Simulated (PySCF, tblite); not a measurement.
# C₄H₁₀NOSi₂ radical: geometry, infrared bands and EPR parameters

Wanted: the infrared bands and EPR parameters of C₄H₁₀NOSi₂ radical (`O=C/[C]=C\[SiH2]NC[SiH3]`), by calculation.

The runs use tblite 0.8.0 and PySCF 2.14.0, with density-fitted response routines of our own; the level of theory stands in each step. All values are computed, except where a source is named. Atoms count from 0, in the outputs and in this text.

**1. The starting structure**

18 atoms, charge 0, multiplicity 2; geometry from: force field or distance geometry start.

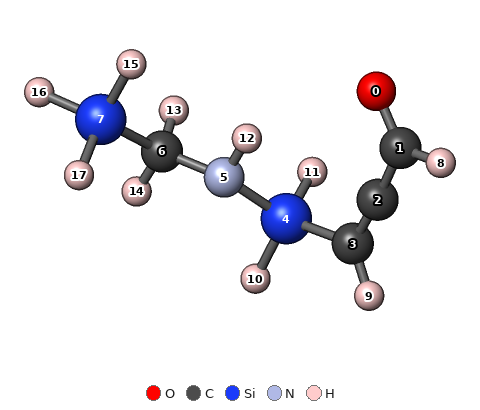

The starting geometry (oxygen red, carbon dark grey, silicon blue, nitrogen light blue, hydrogen pink), atoms numbered.

**2. Optimising the geometry with GFN2-xTB**

What the job is given:

```
{"job": {"kind": "relax", "xc": "GFN2-xTB", "basis": "xTB"}, "charge": 0, "multiplicity": 2}
O      3.090200     0.428100     1.363100
C      3.370900    -0.587300     0.753300
C      2.553700    -1.056800    -0.318000
C      1.733100    -1.401000    -1.283000
Si     0.278200    -0.393900    -1.635400
N     -0.556500    -0.035800    -0.200800
C     -1.800400     0.737400    -0.131100
Si    -2.533700     0.712500     1.603800
H      4.262900    -1.211200     0.997700
H      1.875700    -2.319300    -1.836000
H     -0.658800    -1.110400    -2.537400
H      0.663800     0.895600    -2.246700
H      0.125600     0.378500     0.451700
H     -1.615900     1.773600    -0.425800
H     -2.547700     0.324200    -0.814200
H     -1.578800     1.274600     2.593600
H     -3.774100     1.538300     1.636800
H     -2.897100    -0.680700     2.016600
```

The run is started by

```bash
OMP_NUM_THREADS=1 python probes_run.py task.json out
```

One launch serves the whole session: the jobs run in the order shown.

Output:

```text
step      E/eV     max force
  0    -651.88688    3.243
  1    -652.09878    1.761
  2    -652.16052    1.447
  3    -652.21402    0.735
  4    -652.29263    0.745
  5    -652.33359    0.632
  6    -652.41255    0.886
  7    -652.47589    0.848
  8    -652.57860    0.984
  9    -652.68354    0.850
 10    -652.75252    0.617
 11    -652.79781    0.594
 12    -652.82473    0.599
 13    -652.85923    0.552
 14    -652.88198    0.366
 15    -652.89939    0.291
 16    -652.91906    0.352
 17    -652.94034    0.325
 18    -652.95777    0.297
 19    -652.97402    0.306
 20    -652.98460    0.555
 21    -653.00617    0.399
 22    -653.02348    0.376
 23    -653.03776    0.199
 24    -653.04363    0.211
 25    -653.05031    0.177
 26    -653.05468    0.194
 27    -653.05872    0.194
 28    -653.06273    0.161
 29    -653.06679    0.188
 30    -653.07059    0.157
 31    -653.07374    0.114
 32    -653.07613    0.119
 33    -653.07798    0.109
 34    -653.07993    0.115
 35    -653.08199    0.101
 36    -653.08425    0.120
 37    -653.08638    0.105
 38    -653.08817    0.094
 39    -653.08949    0.089
 40    -653.09049    0.083
 41    -653.09121    0.075
 42    -653.09181    0.058
 43    -653.09231    0.057
 44    -653.09272    0.051
 45    -653.09306    0.052
 46    -653.09337    0.048
 47    -653.09372    0.049
 48    -653.09412    0.050
 49    -653.09446    0.041
 50    -653.09476    0.042
 51    -653.09508    0.054
 52    -653.09554    0.070
 53    -653.09612    0.069
 54    -653.09666    0.052
 55    -653.09712    0.055
 56    -653.09767    0.075
 57    -653.09853    0.100
 58    -653.09974    0.104
 59    -653.10098    0.077
 60    -653.10198    0.109
 61    -653.10272    0.078
 62    -653.10346    0.074
 63    -653.10473    0.070
 64    -653.10573    0.073
 65    -653.10669    0.080
 66    -653.10753    0.072
 67    -653.10836    0.064
 68    -653.10914    0.060
 69    -653.10998    0.070
 70    -653.11093    0.089
 71    -653.11199    0.085
 72    -653.11294    0.070
 73    -653.11349    0.090
 74    -653.11426    0.063
 75    -653.11478    0.042
 76    -653.11543    0.036
 77    -653.11565    0.035
 78    -653.11595    0.038
 79    -653.11614    0.037
 80    -653.11643    0.033
 81    -653.11668    0.029
 82    -653.11687    0.025
 83    -653.11699    0.026
 84    -653.11712    0.030
 85    -653.11731    0.031
 86    -653.11757    0.036
 87    -653.11786    0.040
 88    -653.11817    0.044
 89    -653.11850    0.043
 90    -653.11886    0.039
 91    -653.11919    0.037
 92    -653.11943    0.042
 93    -653.11964    0.043
 94    -653.11985    0.047
 95    -653.12016    0.052
 96    -653.12061    0.051
 97    -653.12116    0.032
 98    -653.12130    0.027
 99    -653.12146    0.029
100    -653.12167    0.031
101    -653.12199    0.035
102    -653.12229    0.030
103    -653.12247    0.023
104    -653.12258    0.023
105    -653.12268    0.026
106    -653.12280    0.030
107    -653.12296    0.030
108    -653.12310    0.033
109    -653.12321    0.044
110    -653.12331    0.031
111    -653.12345    0.028
112    -653.12378    0.038
113    -653.12404    0.040
114    -653.12427    0.032
115    -653.12443    0.034
116    -653.12461    0.030
117    -653.12486    0.033
118    -653.12513    0.032
119    -653.12533    0.031
120    -653.12548    0.033
121    -653.12564    0.036
122    -653.12595    0.051
123    -653.12648    0.069
124    -653.12716    0.067
125    -653.12759    0.054
126    -653.12786    0.025
127    -653.12796    0.020
128    -653.12804    0.023
129    -653.12813    0.023
130    -653.12824    0.019
131    -653.12836    0.018
132    -653.12846    0.020
133    -653.12851    0.019
134    -653.12855    0.014
135    -653.12858    0.010
136    -653.12860    0.012
137    -653.12862    0.013
138    -653.12864    0.013
139    -653.12867    0.016
140    -653.12871    0.019
141    -653.12877    0.027
142    -653.12883    0.031
143    -653.12891    0.027
144    -653.12902    0.032
145    -653.12915    0.035
146    -653.12928    0.029
147    -653.12945    0.038
148    -653.12969    0.049
149    -653.12972    0.070
150    -653.13037    0.050
151    -653.13088    0.050
152    -653.13143    0.107
153    -653.13212    0.049
154    -653.13248    0.049
155    -653.13208    0.138
156    -653.13335    0.067
157    -653.13368    0.048
158    -653.13436    0.052
159    -653.13502    0.050
160    -653.13540    0.039
161    -653.13575    0.039
162    -653.13603    0.037
163    -653.13632    0.046
164    -653.13665    0.043
165    -653.13702    0.051
166    -653.13743    0.040
167    -653.13788    0.053
168    -653.13817    0.051
169    -653.13841    0.057
170    -653.13860    0.035
171    -653.13878    0.030
172    -653.13892    0.027
173    -653.13911    0.029
174    -653.13924    0.025
175    -653.13939    0.026
176    -653.13956    0.038
177    -653.13977    0.046
178    -653.14001    0.041
179    -653.14023    0.040
180    -653.14040    0.029
181    -653.14053    0.022
182    -653.14063    0.024
183    -653.14073    0.023
184    -653.14083    0.020
185    -653.14091    0.016
186    -653.14097    0.015
187    -653.14102    0.015
188    -653.14106    0.016
189    -653.14109    0.011
190    -653.14111    0.008
```

Wall time 1.3 s (1 thread of Arm Neoverse V2, shared host).

The steps of the relaxation: (not every step is listed)

```
step  energy from step 0 (eV)  largest force (eV/Å)
   0                   0.0000                3.2429
   1                  -0.2119                1.7605
   2                  -0.2736                1.4470
   3                  -0.3271                0.7350
   4                  -0.4058                0.7445
   5                  -0.4467                0.6323
   6                  -0.5257                0.8863
   7                  -0.5890                0.8478
   8                  -0.6917                0.9836
  25                  -1.1634                0.1774
  42                  -1.2049                0.0577
  59                  -1.2141                0.0773
  76                  -1.2285                0.0360
  93                  -1.2328                0.0434
 110                  -1.2364                0.0310
 127                  -1.2411                0.0199
 144                  -1.2421                0.0321
 161                  -1.2489                0.0393
 178                  -1.2531                0.0411
 185                  -1.2540                0.0163
 186                  -1.2541                0.0154
 187                  -1.2541                0.0146
 188                  -1.2542                0.0158
 189                  -1.2542                0.0112
 190                  -1.2542                0.0082
```

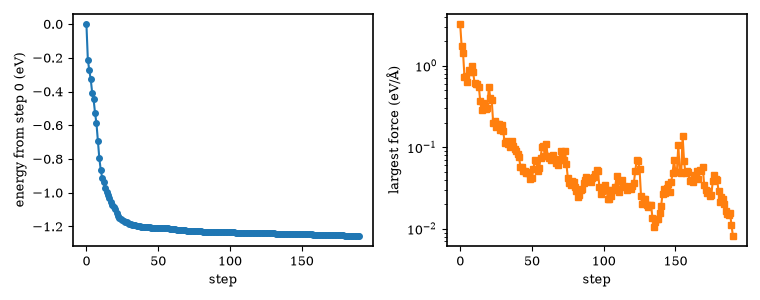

Energy and force, step by step.

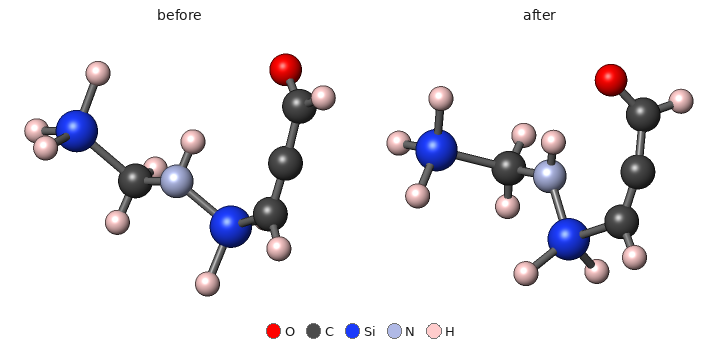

The geometry before (left) and after (right).

Distances of close pairs at the start and the end, largest changes first:

```
   bond  before (Å)  after (Å)  change (Å)
 C3–Si4       1.804      1.928      +0.124
  C1–C2       1.427      1.383      -0.044
  C2–C3       1.313      1.274      -0.039
Si7–H17       1.498      1.463      -0.034
 C6–Si7       1.884      1.913      +0.029
Si7–H16       1.491      1.463      -0.028
Si7–H15       1.486      1.462      -0.024
 N5–H12       1.031      1.010      -0.021
```

The next job starts from the end point, and lists it.

**3. Harmonic vibrations with GFN2-xTB**

What the job is given:

```
{"job": {"kind": "ir", "xc": "GFN2-xTB", "basis": "xTB"}, "charge": 0, "multiplicity": 2}
O      2.779758    -0.529524     1.931642
C      3.029245    -0.349005     0.737417
C      2.513111    -1.086983    -0.312391
C      1.717548    -1.529220    -1.203537
Si    -0.017439    -0.733288    -1.473467
N     -0.154497     0.424927    -0.235399
C     -1.323164     1.257390    -0.010786
Si    -2.484020     0.561341     1.341121
H      3.743229     0.439193     0.422817
H      1.913765    -2.364570    -1.853735
H     -0.959221    -1.865994    -1.484652
H     -0.032869    -0.049497    -2.770919
H      0.386593     0.298125     0.608117
H     -0.984899     2.262949     0.263059
H     -1.849421     1.352371    -0.961608
H     -1.727510     0.469475     2.588842
H     -3.619731     1.472312     1.483574
H     -2.939238    -0.763645     0.918250
```

Output:

```text
mode    cm-1     km/mol
  1      28.6      1.95
  2      33.6      5.14
  3      56.4      1.58
  4      68.4      0.55
  5      99.8      2.14
  6     126.6      3.88
  7     170.7      7.01
  8     200.6      2.34
  9     244.8      0.54
 10     285.0      4.67
 11     365.8      5.97
 12     460.5     85.70
 13     480.8     67.23
 14     506.9     26.74
 15     540.2     54.80
 16     578.4      0.43
 17     589.3     21.36
 18     638.5      6.08
 19     709.0    131.87
 20     714.4    126.93
 21     723.4    195.90
 22     760.7     74.59
 23     779.8    313.50
 24     780.8    300.79
 25     788.1     62.08
 26     810.7    280.98
 27     837.8      2.95
 28     872.5     33.97
 29     995.4      5.31
 30    1085.0    120.00
 31    1147.5     44.52
 32    1158.4     60.58
 33    1263.2     16.49
 34    1342.9     13.86
 35    1372.7     97.68
 36    1475.8      2.32
 37    1557.2    330.95
 38    1943.0     33.12
 39    2163.5    312.83
 40    2232.0    195.17
 41    2271.7    286.07
 42    2275.4    305.96
 43    2285.6    255.93
 44    2729.8    137.07
 45    2908.6     48.51
 46    2977.5     41.13
 47    3051.1     11.25
 48    3428.1      1.90
```

It took 0.62 s on 1 thread of Arm Neoverse V2, shared host.

Which atoms move in the most intense modes:

```
cm⁻¹  km/mol                         atoms
 780   313.5  H15 32 %, H16 27 %, H17 26 %
 781   300.8            H17 43 %, H15 40 %
 811   281.0            H11 41 %, H10 35 %
1557   330.9              C1 59 %, O0 38 %
2164   312.8                      H10 89 %
2272   286.1                      H17 96 %
2275   306.0                      H16 96 %
2286   255.9                      H15 96 %
```

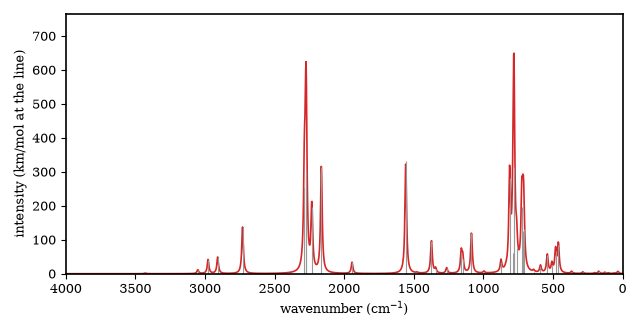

The infrared spectrum from these modes, unscaled. Lines are broadened to a width of 14 cm⁻¹ (Lorentzian).

**4. EPR parameters: B3LYP/pcH-1**

Settings changed since step 3:

```diff
@@ -1,2 +1,2 @@
-{"job": {"kind": "ir", "xc": "GFN2-xTB", "basis": "xTB"}, "charge": 0, "multiplicity": 2}
+{"job": {"kind": "epr", "basis": "pcH-1"}, "charge": 0, "multiplicity": 2}
 O      2.779758    -0.529524     1.931642
```

Level: UKS B3LYP, pcH-1 on C H N O Si, non-relativistic, mean-field spin-orbit, GIAO.

Output:

```text
UKS, coarse grid
  cycle   1  E = -867.17419700  |g| = 6.73e-01
  cycle   2  E = -865.63768341  |g| = 1.85e+00
  cycle   3  E = -867.29509741  |g| = 3.34e-01
  cycle   4  E = -867.34946047  |g| = 1.35e-01
  cycle   5  E = -867.35723017  |g| = 4.36e-02
  cycle   6  E = -867.35811263  |g| = 2.20e-02
  cycle   7  E = -867.35839540  |g| = 8.72e-03
  cycle   8  E = -867.35847846  |g| = 5.13e-03
  cycle   9  E = -867.35849712  |g| = 2.44e-03
  cycle  10  E = -867.35850293  |g| = 1.06e-03
  cycle  11  E = -867.35850450  |g| = 4.44e-04
UKS, final grid
  cycle   1  E = -867.35850271  |g| = 7.12e-04
  cycle   2  E = -867.35850204  |g| = 1.56e-03
  cycle   3  E = -867.35850298  |g| = 1.40e-04
  cycle   4  E = -867.35850299  |g| = 6.59e-05
  cycle   5  E = -867.35850301  |g| = 4.37e-05
  cycle   6  E = -867.35850301  |g| = 1.12e-05
E = -867.35850301 Eh   <S^2> = 0.7649 (exact 0.7500)
g shifts (ppm)      1          2          3
  rmc          -210       -210       -210
  gc            -11         64         31
  oz_so         -79       2256       6265
  total        -300       2110       6087
hyperfine (MHz)  atom isotope    a_iso     a_fc   dipolar eigenvalues
    0   17O     -25.43     -24.75   -113.93     56.34     57.59
    1   13C     -25.93     -26.01    -11.06      0.65     10.41
    2   13C      62.58      62.78    -55.46    -43.93     99.38
    3   13C     -38.73     -38.72    -12.42      2.70      9.72
    4  29Si     -84.47     -84.61    -25.43     12.69     12.74
    5   14N      -0.79      -0.79     -0.26      0.10      0.16
    6   13C       0.47       0.47     -0.26      0.04      0.22
    7  29Si       0.02       0.02     -0.16      0.05      0.12
    8    1H      -1.76      -1.79     -5.37     -2.41      7.78
    9    1H     150.86     150.86     -4.54     -3.28      7.82
   10    1H       4.23       4.23     -1.86     -0.85      2.70
   11    1H       6.69       6.69     -1.87     -0.78      2.65
   12    1H      -0.28      -0.28     -3.88     -1.63      5.51
   13    1H       1.64       1.64     -0.65     -0.50      1.15
   14    1H       1.01       1.01     -0.73     -0.39      1.12
   15    1H      -0.01      -0.01     -0.60     -0.44      1.04
   16    1H      -0.05      -0.05     -0.26     -0.21      0.48
   17    1H       0.02       0.02     -0.47     -0.34      0.81
```

Run time: 2.5 min. Hardware: 1 thread of Arm Neoverse V2, shared host; peak memory 1.1 GiB.

Principal g values 2.00202, 2.00443, 2.00841; g(iso) = 2.00495, against 2.00232 for a free electron.

Mean a(iso) over the nuclei that a row names, and the largest dipolar term of the row (other rows stand at the frozen geometry):

```
       nuclei  isotope  a(iso) (MHz)  a(iso) (G, at g = 2.0023)  largest dipolar term (MHz)
           H9       1H         150.9                       53.8                         7.8
          Si4     29Si         -84.5                      -30.1                       -25.4
           C2      13C          62.6                       22.3                        99.4
           C3      13C         -38.7                      -13.8                       -12.4
           C1      13C         -25.9                       -9.3                       -11.1
           O0      17O         -25.4                       -9.1                      -113.9
     H10, H11       1H           5.5                        1.9                         2.7
           H8       1H          -1.8                       -0.6                         7.8
     H13, H14       1H           1.3                        0.5                         1.1
           N5      14N          -0.8                       -0.3                        -0.3
           C6      13C           0.5                        0.2                        -0.3
          H12       1H          -0.3                       -0.1                         5.5
          Si7     29Si           0.0                        0.0                        -0.2
H15, H16, H17       1H           0.0                        0.0                         1.0
```

Mulliken spin populations:

O0 0.36; C1 -0.07; C2 0.66; C3 -0.10; Si4 0.08; N5 0.00; C6 0.00; Si7 0.00; H8 0.00; H9 0.06; H10 0.00; H11 0.00; H12 0.00; H13 0.00; H14 0.00; H15 0.00; H16 0.00; H17 0.00

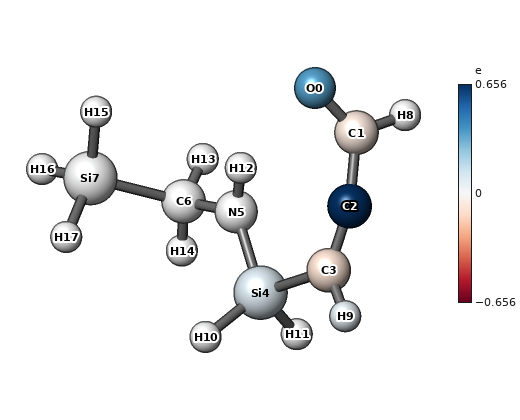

Mulliken spin populations, as colours on the atoms.

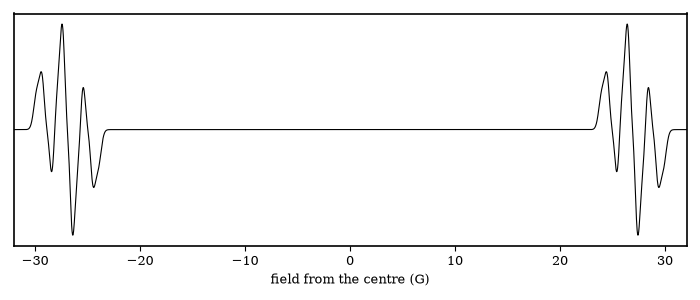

First-order isotropic spectrum (first derivative, main isotopes with spin only, couplings over 0.8 MHz, Gaussian width 0.3 G; couplings of the frozen geometry, rotation of groups not averaged beyond the rows shown).

Orbitals, density, ELF and potential are computed afterwards from the orbital file.

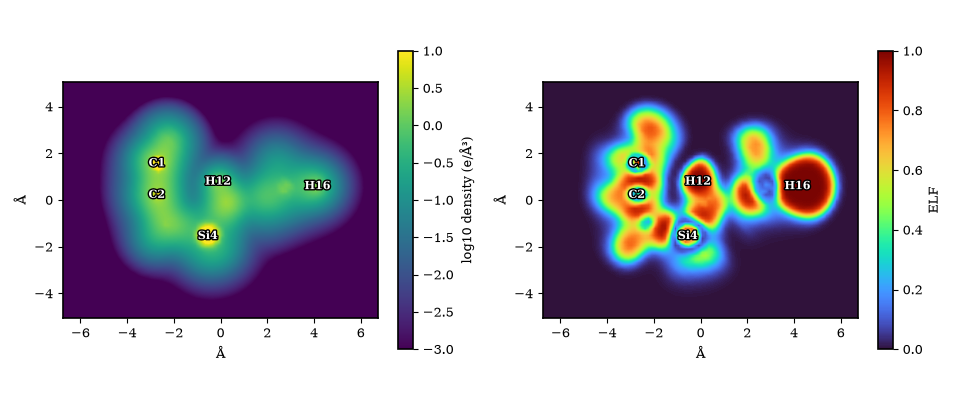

Density (left) and ELF (right) in a plane through or near 5 of the atoms.

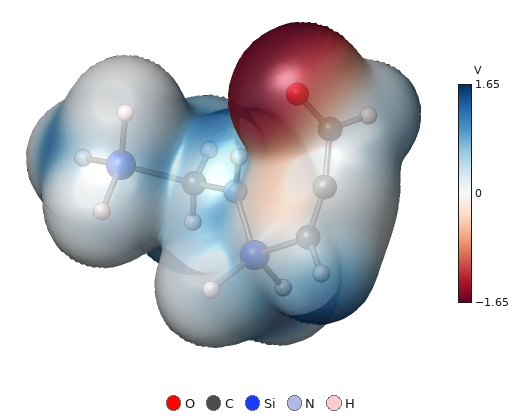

The potential that a unit positive charge feels on the 0.002 e/bohr³ surface, from -1.65 V near O0 to 1.51 V near H14.

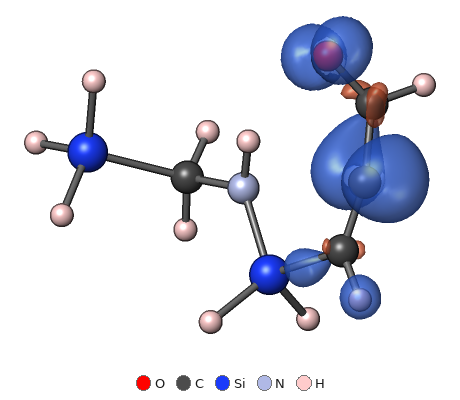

Spin density at ±0.05 e/Å³ (alpha excess blue, beta excess red).

**5. Outcome**

```
                                                                  quantity                  value
                                 strongest single infrared mode (GFN2-xTB)  1557 cm⁻¹, 331 km/mol
                                              zero-point energy (GFN2-xTB)          75.6 kcal/mol
                                                            g(iso) (B3LYP)                2.00495
                                                                      ⟨S²⟩     0.765 (exact 0.75)
                                        largest a(iso) (averaged by class)    1H on H9, 150.9 MHz
potential on the surface of density 0.002 e/bohr³, 1st and 99th percentile     -1.65 V and 1.51 V
```

Relaxing lowered the energy by 1.254 eV in 190 steps; the close pair that moved most is C3–Si4, from 1.804 to 1.928 Å. No mode is imaginary among the 48: a minimum at this level. The strongest single mode, at 1557 cm⁻¹, moves mainly C1 and O0. GFN2-xTB is a fitted tight-binding method: band positions and strengths are rough. Its intensities can rank the bands wrongly. The largest share of the spin, 0.66 e, sits on C2. The isotropic g lies 2.6 ppt above the free-electron value. These values are for one conformer; the search (at its own cheap level) found 2 more, at 0.59, 1.94 kcal/mol, and measured spectra average over such forms.
